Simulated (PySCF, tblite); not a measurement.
# C4H6ClO−: dynamics, then NMR shifts on frames, part 2 of 2

tblite 0.8.0 and PySCF 2.14.0. Atoms count from 0. The steps go on from the part before.

## (5) Nuclear shieldings: 625 fs, PBE0/pcSseg-1

The job: settings as JSON, then the geometry in Å.

```
{"job": {"kind": "nmr", "xc": "PBE0", "basis": "pcSseg-1", "pop": false}, "charge": -1, "multiplicity": 1}
C     -1.461400    -0.325300     1.915600
C     -0.563200    -1.042700     0.929000
C      0.194700    -0.171300    -0.076300
O     -0.399300     0.160000    -1.108500
C      1.466100     0.110300     0.246800
Cl     2.348800     1.198600    -0.834100
H     -0.996800     0.513000     2.400900
H     -2.329500    -0.122900     1.307400
H     -1.783600    -0.955700     2.759200
H      0.055400    -1.622400     1.629600
H     -1.138400    -1.710700     0.326900
H      1.903100    -0.044200     1.198600
```

With the program's defaults for keys left out, this is: GIAO PBE0/pcSseg-1 NMR shielding, non-relativistic, gas phase.

The program printed:

```text
coarse grid: 10776 points
cycle   1  E = -690.7717831027  dE =  8.271e-01  |g| = 8.863e-01  |ddm| = 3.124e+00
cycle   2  E = -689.5824658414  dE =  1.189e+00  |g| = 2.330e+00  |ddm| = 8.289e+00
cycle   3  E = -690.9277400695  dE = -1.345e+00  |g| = 2.711e-01  |ddm| = 7.887e+00
cycle   4  E = -690.9416009299  dE = -1.386e-02  |g| = 1.525e-01  |ddm| = 4.851e-01
cycle   5  E = -690.9470112545  dE = -5.410e-03  |g| = 2.651e-02  |ddm| = 1.460e-01
cycle   6  E = -690.9471481112  dE = -1.369e-04  |g| = 1.249e-02  |ddm| = 4.497e-02
cycle   7  E = -690.9471829718  dE = -3.486e-05  |g| = 2.830e-03  |ddm| = 1.558e-02
cycle   8  E = -690.9471848934  dE = -1.922e-06  |g| = 8.278e-04  |ddm| = 4.940e-03
final grid: 100024 points
cycle   9  E = -690.9931726760  dE = -2.078e-05  |g| = 1.146e-02  |ddm| = 2.553e-02
cycle  10  E = -690.9931107740  dE =  6.190e-05  |g| = 2.102e-02  |ddm| = 3.301e-02
cycle  11  E = -690.9931973844  dE = -8.661e-05  |g| = 2.320e-03  |ddm| = 2.592e-02
cycle  12  E = -690.9931985166  dE = -1.132e-06  |g| = 3.926e-04  |ddm| = 3.118e-03
cycle  13  E = -690.9931985498  dE = -3.315e-08  |g| = 1.244e-04  |ddm| = 5.020e-04
cycle  14  E = -690.9931985535  dE = -3.733e-09  |g| = 3.371e-05  |ddm| = 1.609e-04
cycle  15  E = -690.9931985538  dE = -2.544e-10  |g| = 8.356e-06  |ddm| = 3.917e-05
converged SCF energy = -690.9931985538

GIAO shielding tensors (ppm)
atom      isotropic    diamagn.    paramagn.     s11        s22        s33       span
  0 C      169.827     246.079     -76.251    142.703    177.073    189.707     47.004
  1 C      154.634     247.255     -92.621    130.866    147.938    185.097     54.231
  2 C       19.893     240.836    -220.942    -78.759     36.886    101.553    180.312
  3 O       14.951     404.527    -389.576   -255.684    -59.117    359.655    615.339
  4 C      116.615     256.355    -139.740     65.326    105.829    178.690    113.365
  5 Cl     918.873    1147.046    -228.173    820.683    872.548   1063.388    242.705
  6 H       31.292      30.462       0.830     27.230     31.001     35.645      8.414
  7 H       29.714      29.599       0.115     24.674     28.820     35.647     10.973
  8 H       31.184      28.962       2.222     27.286     28.885     37.383     10.096
  9 H       29.492      31.670      -2.178     24.789     30.639     33.047      8.258
 10 H       31.241      31.734      -0.492     27.822     30.494     35.408      7.585
 11 H       28.215      34.280      -6.066     22.953     28.619     33.072     10.119
```

Wall time 11 s (1 thread of Arm Neoverse V1, shared host); peak memory 0.74 GiB.

Key values: δ C2 167.0, C4 70.3, C1 32.3, C0 17.1, H11 3.50, H9 2.23 ppm.

## (6) Shielding tensors: 800 fs, PBE0/pcSseg-1

The job: settings as JSON, then the geometry in Å.

```
{"job": {"kind": "nmr", "xc": "PBE0", "basis": "pcSseg-1", "pop": false}, "charge": -1, "multiplicity": 1}
C     -1.529900    -0.085600     1.645800
C     -0.501200    -0.952700     0.935500
C      0.087800    -0.148300    -0.167700
O     -0.757300     0.162100    -1.046600
C      1.430400     0.261900    -0.069700
Cl     2.312000     1.118700    -1.240200
H     -1.018000     0.675700     2.353600
H     -2.096800     0.468200     0.904200
H     -2.299900    -0.567200     2.264100
H      0.250800    -1.365800     1.628800
H     -1.016800    -1.790400     0.463200
H      2.025800     0.111800     0.829600
```

Method: GIAO PBE0/pcSseg-1 NMR shielding, non-relativistic, gas phase.

The program printed:

```text
coarse grid: 10776 points
cycle   1  E = -690.7774940504  dE =  7.490e-01  |g| = 8.892e-01  |ddm| = 3.136e+00
cycle   2  E = -689.6836753295  dE =  1.094e+00  |g| = 2.294e+00  |ddm| = 8.388e+00
cycle   3  E = -690.9373278535  dE = -1.254e+00  |g| = 2.485e-01  |ddm| = 7.889e+00
cycle   4  E = -690.9479112221  dE = -1.058e-02  |g| = 1.543e-01  |ddm| = 4.376e-01
cycle   5  E = -690.9535116973  dE = -5.600e-03  |g| = 2.584e-02  |ddm| = 1.529e-01
cycle   6  E = -690.9536429981  dE = -1.313e-04  |g| = 1.130e-02  |ddm| = 4.167e-02
cycle   7  E = -690.9536712871  dE = -2.829e-05  |g| = 3.039e-03  |ddm| = 1.444e-02
cycle   8  E = -690.9536732864  dE = -1.999e-06  |g| = 1.022e-03  |ddm| = 4.505e-03
final grid: 100024 points
cycle   9  E = -690.9991227560  dE = -1.387e-05  |g| = 1.128e-02  |ddm| = 2.257e-02
cycle  10  E = -690.9990527895  dE =  6.997e-05  |g| = 2.178e-02  |ddm| = 3.434e-02
cycle  11  E = -690.9991468025  dE = -9.401e-05  |g| = 2.069e-03  |ddm| = 2.644e-02
cycle  12  E = -690.9991477196  dE = -9.171e-07  |g| = 4.061e-04  |ddm| = 2.694e-03
cycle  13  E = -690.9991477548  dE = -3.519e-08  |g| = 1.281e-04  |ddm| = 4.958e-04
cycle  14  E = -690.9991477588  dE = -4.057e-09  |g| = 3.593e-05  |ddm| = 1.695e-04
cycle  15  E = -690.9991477591  dE = -2.791e-10  |g| = 8.044e-06  |ddm| = 3.609e-05
converged SCF energy = -690.9991477591

GIAO shielding tensors (ppm)
atom      isotropic    diamagn.    paramagn.     s11        s22        s33       span
  0 C      163.732     245.015     -81.283    148.516    156.812    185.868     37.351
  1 C      152.365     248.234     -95.869    132.423    151.606    173.065     40.641
  2 C        9.934     241.745    -231.811    -92.643     18.712    103.731    196.374
  3 O        2.507     404.084    -401.577   -270.506    -96.924    374.950    645.456
  4 C      123.754     253.972    -130.219     77.146    120.217    173.898     96.753
  5 Cl     915.797    1146.949    -231.152    795.621    899.112   1052.659    257.038
  6 H       29.758      28.111       1.647     25.769     28.469     35.035      9.266
  7 H       29.232      29.880      -0.649     24.383     30.229     33.084      8.701
  8 H       31.057      28.420       2.637     27.255     28.456     37.460     10.205
  9 H       29.837      31.300      -1.463     26.126     30.144     33.241      7.114
 10 H       30.328      30.663      -0.335     26.904     28.679     35.400      8.497
 11 H       28.048      32.904      -4.856     21.420     29.231     33.493     12.074
```

Run time: 11 s. Hardware: 1 thread of Arm Neoverse V1, shared host; peak memory 0.74 GiB.

Key values: δ C2 177.0, C4 63.2, C1 34.6, C0 23.2, H11 3.67, H7 2.49 ppm.

## (7) Nuclear shieldings: 1000 fs, PBE0/pcSseg-1

The job: settings as JSON, then the geometry in Å.

```
{"job": {"kind": "nmr", "xc": "PBE0", "basis": "pcSseg-1", "pop": false}, "charge": -1, "multiplicity": 1}
C     -1.383900    -0.360700     2.055200
C     -0.453200    -1.175600     1.089600
C      0.136000    -0.348800    -0.093300
O     -0.642400     0.073200    -1.032700
C      1.505600    -0.307900    -0.076300
Cl     2.344000     0.985100    -0.966400
H     -0.844400     0.031300     2.921700
H     -1.947300     0.438800     1.581400
H     -2.155000    -0.950700     2.471900
H      0.379200    -1.470600     1.752500
H     -0.934500    -2.028900     0.626200
H      2.138600    -0.518100     0.789300
```

With the program's defaults for keys left out, this is: GIAO PBE0/pcSseg-1 NMR shielding, non-relativistic, gas phase.

The program printed:

```text
coarse grid: 10776 points
cycle   1  E = -690.7745409389  dE =  5.792e-01  |g| = 8.792e-01  |ddm| = 3.072e+00
cycle   2  E = -689.5221690244  dE =  1.252e+00  |g| = 2.397e+00  |ddm| = 7.756e+00
cycle   3  E = -690.9292218429  dE = -1.407e+00  |g| = 2.564e-01  |ddm| = 7.339e+00
cycle   4  E = -690.9413068503  dE = -1.209e-02  |g| = 1.540e-01  |ddm| = 4.294e-01
cycle   5  E = -690.9468169309  dE = -5.510e-03  |g| = 2.999e-02  |ddm| = 1.446e-01
cycle   6  E = -690.9469781282  dE = -1.612e-04  |g| = 1.434e-02  |ddm| = 4.163e-02
cycle   7  E = -690.9470264334  dE = -4.831e-05  |g| = 3.448e-03  |ddm| = 1.680e-02
cycle   8  E = -690.9470290447  dE = -2.611e-06  |g| = 1.055e-03  |ddm| = 5.118e-03
final grid: 100024 points
cycle   9  E = -690.9934603881  dE = -1.198e-05  |g| = 1.223e-02  |ddm| = 2.227e-02
cycle  10  E = -690.9933716011  dE =  8.879e-05  |g| = 2.428e-02  |ddm| = 3.432e-02
cycle  11  E = -690.9934884453  dE = -1.168e-04  |g| = 2.428e-03  |ddm| = 2.668e-02
cycle  12  E = -690.9934897166  dE = -1.271e-06  |g| = 3.998e-04  |ddm| = 2.797e-03
cycle  13  E = -690.9934897500  dE = -3.338e-08  |g| = 1.350e-04  |ddm| = 4.815e-04
cycle  14  E = -690.9934897546  dE = -4.540e-09  |g| = 3.872e-05  |ddm| = 1.731e-04
cycle  15  E = -690.9934897549  dE = -3.411e-10  |g| = 8.454e-06  |ddm| = 3.793e-05
converged SCF energy = -690.9934897549

GIAO shielding tensors (ppm)
atom      isotropic    diamagn.    paramagn.     s11        s22        s33       span
  0 C      176.248     242.076     -65.828    164.455    166.953    197.337     32.881
  1 C      151.895     248.161     -96.266    135.894    145.688    174.104     38.210
  2 C        5.425     241.535    -236.111   -101.717     21.558     96.432    198.149
  3 O       -0.504     403.999    -404.503   -273.783   -116.047    388.317    662.100
  4 C      111.913     255.355    -143.441     69.364    109.060    157.316     87.951
  5 Cl     879.285    1147.300    -268.015    765.425    794.462   1077.970    312.545
  6 H       31.321      29.309       2.012     26.952     29.572     37.439     10.487
  7 H       30.607      29.542       1.066     26.383     29.614     35.826      9.443
  8 H       32.156      28.938       3.218     27.943     29.598     38.926     10.983
  9 H       29.557      31.712      -2.155     25.800     29.858     33.014      7.214
 10 H       30.153      30.426      -0.273     25.714     29.704     35.040      9.326
 11 H       27.425      33.439      -6.014     21.152     27.773     33.350     12.199
```

It took 11 s on 1 thread of Arm Neoverse V1, shared host; peak memory 0.74 GiB.

Key values: δ C2 181.5, C4 75.0, C1 35.0, C0 10.7, H11 4.29, H9 2.16 ppm.

## (8) Side by side: NMR shifts

Shifts (ppm) of some atoms, chosen among heavy atoms and hydrogens apart, with basis size and wall time:

| frame | C2 | C4 | C0 | H7 | H6 | O3 | Cl5 | functions | time |
| --- | --- | --- | --- | --- | --- | --- | --- | --- | --- |
| 250 fs | 174.2 | 70.6 | 14.5 | 3.78 | 0.49 | 329.1 | 39 | 139 | 11 s |
| 425 fs | 183.0 | 87.3 | 13.4 | 1.34 | -0.04 | 357.9 | 76 | 139 | 11 s |
| 625 fs | 167.0 | 70.3 | 17.1 | 2.00 | 0.42 | 321.1 | 31 | 139 | 11 s |
| 800 fs | 177.0 | 63.2 | 23.2 | 2.49 | 1.96 | 333.6 | 34 | 139 | 11 s |
| 1000 fs | 181.5 | 75.0 | 10.7 | 1.11 | 0.40 | 336.6 | 70 | 139 | 11 s |

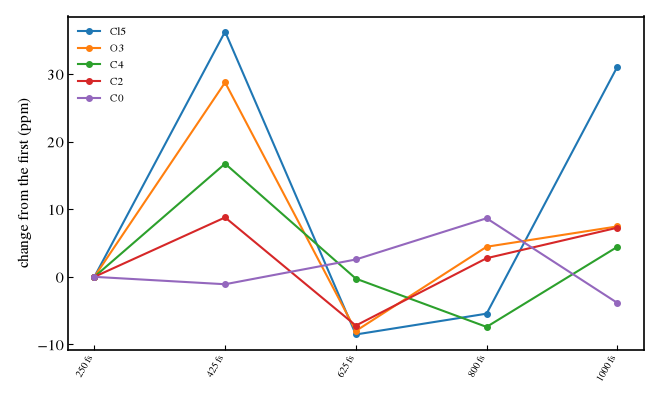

How five of the tabulated atoms move from run to run.

## (9) Results

This closing draws on all 2 parts.

| quantity | value |
| --- | --- |
| thermostat | 300 K |
| mean temperature, second half | 273 K |
| mean potential energy above the minimum | 0.35 eV |
| ¹³C shifts against TMS (PBE0/pcSseg-1, 250 fs) | 174.2, 70.6, 38.8, 14.5 ppm |
| ¹H shifts against TMS (PBE0/pcSseg-1, 250 fs) | 4.66, 3.78, 2.20, 1.92, 0.49, -0.53 ppm |
| ¹⁷O shifts against H2O (PBE0/pcSseg-1, 250 fs) | 329.1 ppm |
| ³⁵Cl shifts against HCl (PBE0/pcSseg-1, 250 fs) | 39 ppm |
| range of the shift of Cl5 | 31 to 76 ppm |

In the second half the potential energy averages 0.35 eV above the minimum; equipartition over 30 harmonic modes at 300 K would give 0.39 eV. With 12 atoms the temperature swings widely (111 to 440 K). Shifts at one fixed geometry are not the observed spectrum, which averages over the motion. In the first frame run (250 fs): The largest span, 636 ppm, is at O3, where the paramagnetic term is -394 ppm. In ppm, Cl5 moves most: its shift spreads over 45 ppm, from 31 (625 fs) to 76 (425 fs).
